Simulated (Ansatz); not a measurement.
**C2H7NOSi2: molecular dynamics (part 1 of 5)**

System: C2H7NOSi2, SMILES C[SiH]1N=C[SiH2]O1.
Method: RKS BHLYP/STO-3G (Ansatz 0.2.0).

It belongs to a series of runs on one base structure; here: dynamics from the start. Figures and captions count atoms from 1; the log counts them from 0 in places.

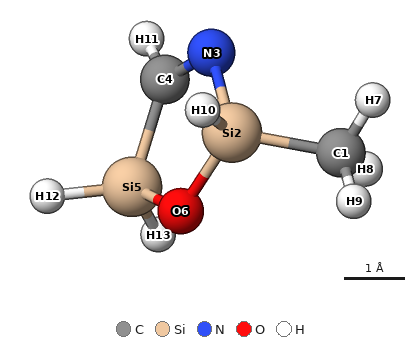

**Figure 1.** The input geometry (ball-and-stick view, seen at a tilt; atoms are numbered from 1 in the order of the input). Bond lengths as drawn: C–H 1.09 to 1.10 Å, C–N 1.29 Å, C–Si 1.86 to 1.89 Å, H–Si 1.44 Å, N–Si 1.82 Å and O–Si 1.68 to 1.69 Å.

**The input**
```yaml
crystal:
  periodic: [false, false, false]
  atoms:
    - { symbol: C, position_ang: [-0.707559, -0.023004, 2.103735] }
    - { symbol: Si, position_ang: [0.581821, -0.064099, 0.765632] }
    - { symbol: "N", position_ang: [0.308755, -1.490031, -0.339569] }
    - { symbol: C, position_ang: [0.118043, -1.062954, -1.546138] }
    - { symbol: Si, position_ang: [0.172959, 0.798021, -1.841973] }
    - { symbol: O, position_ang: [0.478256, 1.270725, -0.253462] }
    - { symbol: H, position_ang: [-0.645229, -0.918735, 2.718106] }
    - { symbol: H, position_ang: [-1.713541, 0.030087, 1.693904] }
    - { symbol: H, position_ang: [-0.567173, 0.837278, 2.754912] }
    - { symbol: H, position_ang: [1.891091, -0.160266, 1.347788] }
    - { symbol: H, position_ang: [-0.064178, -1.798579, -2.342022] }
    - { symbol: H, position_ang: [1.232706, 1.20644, -2.720629] }
    - { symbol: H, position_ang: [-1.06555, 1.340418, -2.325483] }
basis:
  gaussian: { orbitals: STO-3G }
hamiltonian:
  xc: { name: BHLYP }
md:
  timestep: 0.5
  n_steps: 166
  ensemble: nvt_nose_hoover
  temperature: 500.0
  initial_velocities: maxwell_boltzmann
  seed: 447784
  nose_hoover: { tau: 20.0, chain_length: 3 }
  masses: [{ species: H, mass: 10.0 }]
scf:
  lower_state_search: "off"
```

Run on 1 thread of Arm Neoverse V1, 24 GiB of memory available, shared host.

Command:
```bash
ansatz run input.yaml --threads 1 --pin off --max-ram 2048MiB --backend cpu --events-out ev --progress --plain --runs-dir out
```

**Output**
```
Engine: ansatz 0.2.0, aarch64-unknown-linux-gnu
Functional definition: BHLYP
  parameter a = 0.5
  exchange = (1 - a)*b88_x + a*exact_x
  correlation = lyp_c
these checks for a lower state are left out or cut short: stability, starts, cluster_reference, orbital_swaps, neighbouring_geometries, increment
632 factors; integrals over basis functions are off by at most 1.5e-5 eV
mean field evaluation 1: about -21218.7838 eV, gradient 3.5e1 eV
mean field evaluation 2: about -21218.3845 eV, gradient 4.1e1 eV
mean field evaluation 4: about -21222.8895 eV, gradient 2.0e0 eV
mean field evaluation 8: about -21222.9067 eV, gradient 6.6e-2 eV
mean field evaluation 16: about -21222.9067 eV, gradient 3.6e-6 eV
mean field -21222.90670408 eV, -779.9274359720 hartree, gradient 3.6e-6 eV, S^2 0.000000; 0 other end points of the search recorded, 0 dependent functions left out
the calculation of the forces begins
reference -21222.90684698 eV, -779.9274412234 hartree; 31, 31 occupied and 14, 14 virtual orbitals, 632 factors
md step     0: t =     0.00 fs  T =   500.0 K  F+E_penalty+E_count = -21222.90670408 eV  E_kin = 0.710930 eV  conserved = -21222.19577408 eV  (14 SCF iters)
these checks for a lower state are left out or cut short: stability, starts, cluster_reference, orbital_swaps, neighbouring_geometries, increment
632 factors; integrals over basis functions are off by at most 1.6e-5 eV
mean field -21222.90257954 eV, -779.9272843980 hartree, gradient 2.6e-6 eV, S^2 0.000000; 0 other end points of the search recorded, 0 dependent functions left out
the calculation of the forces begins
reference -21222.90272236 eV, -779.9272896468 hartree; 31, 31 occupied and 14, 14 virtual orbitals, 632 factors
md step     1: t =     0.50 fs  T =   497.1 K  F+E_penalty+E_count = -21222.90257954 eV  E_kin = 0.706838 eV  conserved = -21222.19574229 eV  (15 SCF iters)
[... from here on the SCF iterations and repeated set-up lines of each step are left out, up to the last step ...]
md step     2: t =     1.00 fs  T =   488.7 K  F+E_penalty+E_count = -21222.89060192 eV  E_kin = 0.694925 eV  conserved = -21222.19568409 eV  (15 SCF iters)
md step     3: t =     1.50 fs  T =   475.5 K  F+E_penalty+E_count = -21222.87163607 eV  E_kin = 0.676064 eV  conserved = -21222.19560615 eV  (15 SCF iters)
md step     4: t =     2.00 fs  T =   458.2 K  F+E_penalty+E_count = -21222.84687251 eV  E_kin = 0.651459 eV  conserved = -21222.19551519 eV  (15 SCF iters)
md step     5: t =     2.50 fs  T =   437.8 K  F+E_penalty+E_count = -21222.81771899 eV  E_kin = 0.622535 eV  conserved = -21222.19541773 eV  (15 SCF iters)
md step     6: t =     3.00 fs  T =   415.5 K  F+E_penalty+E_count = -21222.78569275 eV  E_kin = 0.590827 eV  conserved = -21222.19532041 eV  (15 SCF iters)
md step     7: t =     3.50 fs  T =   392.4 K  F+E_penalty+E_count = -21222.75231869 eV  E_kin = 0.557876 eV  conserved = -21222.19522867 eV  (15 SCF iters)
md step     8: t =     4.00 fs  T =   369.3 K  F+E_penalty+E_count = -21222.71904159 eV  E_kin = 0.525140 eV  conserved = -21222.19514697 eV  (15 SCF iters)
md step     9: t =     4.50 fs  T =   347.4 K  F+E_penalty+E_count = -21222.68715397 eV  E_kin = 0.493922 eV  conserved = -21222.19507850 eV  (15 SCF iters)
md step    10: t =     5.00 fs  T =   327.3 K  F+E_penalty+E_count = -21222.65774182 eV  E_kin = 0.465314 eV  conserved = -21222.19502549 eV  (15 SCF iters)
md step    11: t =     5.50 fs  T =   309.6 K  F+E_penalty+E_count = -21222.63164744 eV  E_kin = 0.440167 eV  conserved = -21222.19498906 eV  (15 SCF iters)
md step    12: t =     6.00 fs  T =   294.7 K  F+E_penalty+E_count = -21222.60944946 eV  E_kin = 0.419062 eV  conserved = -21222.19496963 eV  (15 SCF iters)
md step    13: t =     6.50 fs  T =   283.0 K  F+E_penalty+E_count = -21222.59145662 eV  E_kin = 0.402319 eV  conserved = -21222.19496606 eV  (15 SCF iters)
md step    14: t =     7.00 fs  T =   274.3 K  F+E_penalty+E_count = -21222.57771792 eV  E_kin = 0.389996 eV  conserved = -21222.19497827 eV  (15 SCF iters)
md step    15: t =     7.50 fs  T =   268.6 K  F+E_penalty+E_count = -21222.56803779 eV  E_kin = 0.381913 eV  conserved = -21222.19500396 eV  (15 SCF iters)
md step    16: t =     8.00 fs  T =   265.6 K  F+E_penalty+E_count = -21222.56200571 eV  E_kin = 0.377675 eV  conserved = -21222.19504093 eV  (15 SCF iters)
md step    17: t =     8.50 fs  T =   264.9 K  F+E_penalty+E_count = -21222.55903013 eV  E_kin = 0.376713 eV  conserved = -21222.19508638 eV  (15 SCF iters)
md step    18: t =     9.00 fs  T =   266.1 K  F+E_penalty+E_count = -21222.55837997 eV  E_kin = 0.378317 eV  conserved = -21222.19513787 eV  (15 SCF iters)
md step    19: t =     9.50 fs  T =   268.4 K  F+E_penalty+E_count = -21222.55922909 eV  E_kin = 0.381681 eV  conserved = -21222.19519220 eV  (15 SCF iters)
md step    20: t =    10.00 fs  T =   271.4 K  F+E_penalty+E_count = -21222.56070624 eV  E_kin = 0.385952 eV  conserved = -21222.19524566 eV  (15 SCF iters)
md step    21: t =    10.50 fs  T =   274.5 K  F+E_penalty+E_count = -21222.56194869 eV  E_kin = 0.390281 eV  conserved = -21222.19529504 eV  (15 SCF iters)
md step    22: t =    11.00 fs  T =   277.0 K  F+E_penalty+E_count = -21222.56215589 eV  E_kin = 0.393873 eV  conserved = -21222.19533671 eV  (15 SCF iters)
md step    23: t =    11.50 fs  T =   278.5 K  F+E_penalty+E_count = -21222.56064430 eV  E_kin = 0.396046 eV  conserved = -21222.19536748 eV  (15 SCF iters)
md step    24: t =    12.00 fs  T =   278.7 K  F+E_penalty+E_count = -21222.55689803 eV  E_kin = 0.396273 eV  conserved = -21222.19538443 eV  (15 SCF iters)
md step    25: t =    12.50 fs  T =   277.3 K  F+E_penalty+E_count = -21222.55061298 eV  E_kin = 0.394236 eV  conserved = -21222.19538563 eV  (15 SCF iters)
md step    26: t =    13.00 fs  T =   274.2 K  F+E_penalty+E_count = -21222.54172834 eV  E_kin = 0.389850 eV  conserved = -21222.19537027 eV  (15 SCF iters)
md step    27: t =    13.50 fs  T =   269.6 K  F+E_penalty+E_count = -21222.53044040 eV  E_kin = 0.383284 eV  conserved = -21222.19533859 eV  (15 SCF iters)
md step    28: t =    14.00 fs  T =   263.7 K  F+E_penalty+E_count = -21222.51719505 eV  E_kin = 0.374954 eV  conserved = -21222.19529299 eV  (15 SCF iters)
md step    29: t =    14.50 fs  T =   257.1 K  F+E_penalty+E_count = -21222.50265223 eV  E_kin = 0.365491 eV  conserved = -21222.19523754 eV  (15 SCF iters)
md step    30: t =    15.00 fs  T =   250.2 K  F+E_penalty+E_count = -21222.48762364 eV  E_kin = 0.355683 eV  conserved = -21222.19517791 eV  (15 SCF iters)
md step    31: t =    15.50 fs  T =   243.6 K  F+E_penalty+E_count = -21222.47298559 eV  E_kin = 0.346390 eV  conserved = -21222.19512084 eV  (14 SCF iters)
md step    32: t =    16.00 fs  T =   238.0 K  F+E_penalty+E_count = -21222.45957514 eV  E_kin = 0.338444 eV  conserved = -21222.19507330 eV  (14 SCF iters)
md step    33: t =    16.50 fs  T =   233.9 K  F+E_penalty+E_count = -21222.44808232 eV  E_kin = 0.332544 eV  conserved = -21222.19504140 eV  (14 SCF iters)
md step    34: t =    17.00 fs  T =   231.5 K  F+E_penalty+E_count = -21222.43895467 eV  E_kin = 0.329159 eV  conserved = -21222.19502946 eV  (14 SCF iters)
md step    35: t =    17.50 fs  T =   231.0 K  F+E_penalty+E_count = -21222.43233004 eV  E_kin = 0.328458 eV  conserved = -21222.19503858 eV  (15 SCF iters)
md step    36: t =    18.00 fs  T =   232.3 K  F+E_penalty+E_count = -21222.42801300 eV  E_kin = 0.330282 eV  conserved = -21222.19506688 eV  (15 SCF iters)
md step    37: t =    18.50 fs  T =   235.0 K  F+E_penalty+E_count = -21222.42549987 eV  E_kin = 0.334162 eV  conserved = -21222.19510940 eV  (15 SCF iters)
md step    38: t =    19.00 fs  T =   238.7 K  F+E_penalty+E_count = -21222.42405073 eV  E_kin = 0.339384 eV  conserved = -21222.19515853 eV  (15 SCF iters)
md step    39: t =    19.50 fs  T =   242.7 K  F+E_penalty+E_count = -21222.42279951 eV  E_kin = 0.345092 eV  conserved = -21222.19520675 eV  (14 SCF iters)
md step    40: t =    20.00 fs  T =   246.4 K  F+E_penalty+E_count = -21222.42087744 eV  E_kin = 0.350404 eV  conserved = -21222.19524536 eV  (14 SCF iters)
md step    41: t =    20.50 fs  T =   249.4 K  F+E_penalty+E_count = -21222.41753924 eV  E_kin = 0.354542 eV  conserved = -21222.19526904 eV  (14 SCF iters)
md step    42: t =    21.00 fs  T =   251.0 K  F+E_penalty+E_count = -21222.41225997 eV  E_kin = 0.356924 eV  conserved = -21222.19527381 eV  (14 SCF iters)
md step    43: t =    21.50 fs  T =   251.3 K  F+E_penalty+E_count = -21222.40479946 eV  E_kin = 0.357242 eV  conserved = -21222.19525883 eV  (14 SCF iters)
md step    44: t =    22.00 fs  T =   250.0 K  F+E_penalty+E_count = -21222.39522192 eV  E_kin = 0.355482 eV  conserved = -21222.19522626 eV  (14 SCF iters)
md step    45: t =    22.50 fs  T =   247.5 K  F+E_penalty+E_count = -21222.38387345 eV  E_kin = 0.351914 eV  conserved = -21222.19518013 eV  (14 SCF iters)
md step    46: t =    23.00 fs  T =   244.1 K  F+E_penalty+E_count = -21222.37132735 eV  E_kin = 0.347043 eV  conserved = -21222.19512595 eV  (14 SCF iters)
md step    47: t =    23.50 fs  T =   240.2 K  F+E_penalty+E_count = -21222.35830680 eV  E_kin = 0.341540 eV  conserved = -21222.19506863 eV  (14 SCF iters)
md step    48: t =    24.00 fs  T =   236.4 K  F+E_penalty+E_count = -21222.34560303 eV  E_kin = 0.336163 eV  conserved = -21222.19501358 eV  (14 SCF iters)
md step    49: t =    24.50 fs  T =   233.3 K  F+E_penalty+E_count = -21222.33399515 eV  E_kin = 0.331677 eV  conserved = -21222.19496477 eV  (14 SCF iters)
md step    50: t =    25.00 fs  T =   231.2 K  F+E_penalty+E_count = -21222.32418541 eV  E_kin = 0.328791 eV  conserved = -21222.19492486 eV  (14 SCF iters)
md step    51: t =    25.50 fs  T =   230.8 K  F+E_penalty+E_count = -21222.31675330 eV  E_kin = 0.328104 eV  conserved = -21222.19489512 eV  (14 SCF iters)
md step    52: t =    26.00 fs  T =   232.1 K  F+E_penalty+E_count = -21222.31212992 eV  E_kin = 0.330081 eV  conserved = -21222.19487553 eV  (14 SCF iters)
md step    53: t =    26.50 fs  T =   235.6 K  F+E_penalty+E_count = -21222.31059092 eV  E_kin = 0.335038 eV  conserved = -21222.19486554 eV  (14 SCF iters)
md step    54: t =    27.00 fs  T =   241.3 K  F+E_penalty+E_count = -21222.31226232 eV  E_kin = 0.343144 eV  conserved = -21222.19486407 eV  (14 SCF iters)
md step    55: t =    27.50 fs  T =   249.3 K  F+E_penalty+E_count = -21222.31713387 eV  E_kin = 0.354429 eV  conserved = -21222.19486957 eV  (15 SCF iters)
md step    56: t =    28.00 fs  T =   259.4 K  F+E_penalty+E_count = -21222.32507558 eV  E_kin = 0.368800 eV  conserved = -21222.19488130 eV  (15 SCF iters)
md step    57: t =    28.50 fs  T =   271.5 K  F+E_penalty+E_count = -21222.33584948 eV  E_kin = 0.386048 eV  conserved = -21222.19489879 eV  (15 SCF iters)
md step    58: t =    29.00 fs  T =   285.4 K  F+E_penalty+E_count = -21222.34911693 eV  E_kin = 0.405854 eV  conserved = -21222.19492231 eV  (15 SCF iters)
md step    59: t =    29.50 fs  T =   300.9 K  F+E_penalty+E_count = -21222.36443831 eV  E_kin = 0.427792 eV  conserved = -21222.19495175 eV  (15 SCF iters)
md step    60: t =    30.00 fs  T =   317.4 K  F+E_penalty+E_count = -21222.38127152 eV  E_kin = 0.451318 eV  conserved = -21222.19498808 eV  (15 SCF iters)
md step    61: t =    30.50 fs  T =   334.6 K  F+E_penalty+E_count = -21222.39896606 eV  E_kin = 0.475775 eV  conserved = -21222.19503052 eV  (15 SCF iters)
md step    62: t =    31.00 fs  T =   351.9 K  F+E_penalty+E_count = -21222.41676785 eV  E_kin = 0.500391 eV  conserved = -21222.19507882 eV  (15 SCF iters)
md step    63: t =    31.50 fs  T =   368.7 K  F+E_penalty+E_count = -21222.43383064 eV  E_kin = 0.524295 eV  conserved = -21222.19513133 eV  (15 SCF iters)
md step    64: t =    32.00 fs  T =   384.4 K  F+E_penalty+E_count = -21222.44924489 eV  E_kin = 0.546544 eV  conserved = -21222.19518506 eV  (15 SCF iters)
md step    65: t =    32.50 fs  T =   398.2 K  F+E_penalty+E_count = -21222.46208520 eV  E_kin = 0.566176 eV  conserved = -21222.19523630 eV  (15 SCF iters)
md step    66: t =    33.00 fs  T =   409.5 K  F+E_penalty+E_count = -21222.47147413 eV  E_kin = 0.582276 eV  conserved = -21222.19527997 eV  (15 SCF iters)
md step    67: t =    33.50 fs  T =   417.8 K  F+E_penalty+E_count = -21222.47666131 eV  E_kin = 0.594053 eV  conserved = -21222.19531078 eV  (15 SCF iters)
md step    68: t =    34.00 fs  T =   422.6 K  F+E_penalty+E_count = -21222.47710728 eV  E_kin = 0.600933 eV  conserved = -21222.19532353 eV  (21 SCF iters)
md step    69: t =    34.50 fs  T =   423.8 K  F+E_penalty+E_count = -21222.47256274 eV  E_kin = 0.602635 eV  conserved = -21222.19531457 eV  (21 SCF iters)
md step    70: t =    35.00 fs  T =   421.4 K  F+E_penalty+E_count = -21222.46312806 eV  E_kin = 0.599235 eV  conserved = -21222.19528254 eV  (21 SCF iters)
md step    71: t =    35.50 fs  T =   415.8 K  F+E_penalty+E_count = -21222.44927845 eV  E_kin = 0.591194 eV  conserved = -21222.19522715 eV  (21 SCF iters)
md step    72: t =    36.00 fs  T =   407.5 K  F+E_penalty+E_count = -21222.43185197 eV  E_kin = 0.579342 eV  conserved = -21222.19515311 eV  (21 SCF iters)
md step    73: t =    36.50 fs  T =   397.2 K  F+E_penalty+E_count = -21222.41198359 eV  E_kin = 0.564816 eV  conserved = -21222.19506713 eV  (21 SCF iters)
md step    74: t =    37.00 fs  T =   386.1 K  F+E_penalty+E_count = -21222.39099896 eV  E_kin = 0.548955 eV  conserved = -21222.19497777 eV  (21 SCF iters)
md step    75: t =    37.50 fs  T =   375.0 K  F+E_penalty+E_count = -21222.37027672 eV  E_kin = 0.533155 eV  conserved = -21222.19489501 eV  (21 SCF iters)
md step    76: t =    38.00 fs  T =   364.8 K  F+E_penalty+E_count = -21222.35109775 eV  E_kin = 0.518726 eV  conserved = -21222.19482772 eV  (21 SCF iters)
md step    77: t =    38.50 fs  T =   356.4 K  F+E_penalty+E_count = -21222.33450679 eV  E_kin = 0.506750 eV  conserved = -21222.19478186 eV  (21 SCF iters)
md step    78: t =    39.00 fs  T =   350.2 K  F+E_penalty+E_count = -21222.32121053 eV  E_kin = 0.497975 eV  conserved = -21222.19476109 eV  (15 SCF iters)
md step    79: t =    39.50 fs  T =   346.6 K  F+E_penalty+E_count = -21222.31152268 eV  E_kin = 0.492761 eV  conserved = -21222.19476482 eV  (15 SCF iters)
md step    80: t =    40.00 fs  T =   345.4 K  F+E_penalty+E_count = -21222.30536779 eV  E_kin = 0.491079 eV  conserved = -21222.19478910 eV  (15 SCF iters)
md step    81: t =    40.50 fs  T =   346.4 K  F+E_penalty+E_count = -21222.30233725 eV  E_kin = 0.492566 eV  conserved = -21222.19482796 eV  (15 SCF iters)
md step    82: t =    41.00 fs  T =   349.3 K  F+E_penalty+E_count = -21222.30178349 eV  E_kin = 0.496615 eV  conserved = -21222.19487362 eV  (15 SCF iters)
md step    83: t =    41.50 fs  T =   353.4 K  F+E_penalty+E_count = -21222.30293768 eV  E_kin = 0.502487 eV  conserved = -21222.19491832 eV  (15 SCF iters)
md step    84: t =    42.00 fs  T =   358.3 K  F+E_penalty+E_count = -21222.30502997 eV  E_kin = 0.509436 eV  conserved = -21222.19495511 eV  (15 SCF iters)
md step    85: t =    42.50 fs  T =   363.5 K  F+E_penalty+E_count = -21222.30739764 eV  E_kin = 0.516812 eV  conserved = -21222.19497957 eV  (15 SCF iters)
md step    86: t =    43.00 fs  T =   368.6 K  F+E_penalty+E_count = -21222.30956522 eV  E_kin = 0.524144 eV  conserved = -21222.19498846 eV  (15 SCF iters)
md step    87: t =    43.50 fs  T =   373.6 K  F+E_penalty+E_count = -21222.31129447 eV  E_kin = 0.531194 eV  conserved = -21222.19498102 eV  (15 SCF iters)
md step    88: t =    44.00 fs  T =   378.4 K  F+E_penalty+E_count = -21222.31261539 eV  E_kin = 0.537969 eV  conserved = -21222.19497689 eV  (15 SCF iters)
md step    89: t =    44.50 fs  T =   383.1 K  F+E_penalty+E_count = -21222.31373248 eV  E_kin = 0.544703 eV  conserved = -21222.19494424 eV  (15 SCF iters)
md step    90: t =    45.00 fs  T =   388.1 K  F+E_penalty+E_count = -21222.31507822 eV  E_kin = 0.551806 eV  conserved = -21222.19490503 eV  (15 SCF iters)
md step    91: t =    45.50 fs  T =   393.7 K  F+E_penalty+E_count = -21222.31716945 eV  E_kin = 0.559795 eV  conserved = -21222.19486550 eV  (15 SCF iters)
md step    92: t =    46.00 fs  T =   400.3 K  F+E_penalty+E_count = -21222.32053455 eV  E_kin = 0.569202 eV  conserved = -21222.19483106 eV  (14 SCF iters)
md step    93: t =    46.50 fs  T =   408.3 K  F+E_penalty+E_count = -21222.32562415 eV  E_kin = 0.580485 eV  conserved = -21222.19480704 eV  (15 SCF iters)
md step    94: t =    47.00 fs  T =   417.7 K  F+E_penalty+E_count = -21222.33272802 eV  E_kin = 0.593945 eV  conserved = -21222.19479741 eV  (15 SCF iters)
md step    95: t =    47.50 fs  T =   428.8 K  F+E_penalty+E_count = -21222.34191092 eV  E_kin = 0.609660 eV  conserved = -21222.19480443 eV  (15 SCF iters)
md step    96: t =    48.00 fs  T =   441.3 K  F+E_penalty+E_count = -21222.35297394 eV  E_kin = 0.627441 eV  conserved = -21222.19482850 eV  (15 SCF iters)
md step    97: t =    48.50 fs  T =   454.9 K  F+E_penalty+E_count = -21222.36544501 eV  E_kin = 0.646822 eV  conserved = -21222.19486735 eV  (15 SCF iters)
md step    98: t =    49.00 fs  T =   469.2 K  F+E_penalty+E_count = -21222.37860366 eV  E_kin = 0.667081 eV  conserved = -21222.19491905 eV  (15 SCF iters)
md step    99: t =    49.50 fs  T =   483.4 K  F+E_penalty+E_count = -21222.39152692 eV  E_kin = 0.687281 eV  conserved = -21222.19497804 eV  (15 SCF iters)
md step   100: t =    50.00 fs  T =   496.8 K  F+E_penalty+E_count = -21222.40316579 eV  E_kin = 0.706351 eV  conserved = -21222.19503912 eV  (15 SCF iters)
md step   101: t =    50.50 fs  T =   508.6 K  F+E_penalty+E_count = -21222.41243156 eV  E_kin = 0.723165 eV  conserved = -21222.19509628 eV  (15 SCF iters)
md step   102: t =    51.00 fs  T =   518.1 K  F+E_penalty+E_count = -21222.41829103 eV  E_kin = 0.736645 eV  conserved = -21222.19514369 eV  (15 SCF iters)
md step   103: t =    51.50 fs  T =   524.6 K  F+E_penalty+E_count = -21222.41986022 eV  E_kin = 0.745855 eV  conserved = -21222.19517647 eV  (15 SCF iters)
```
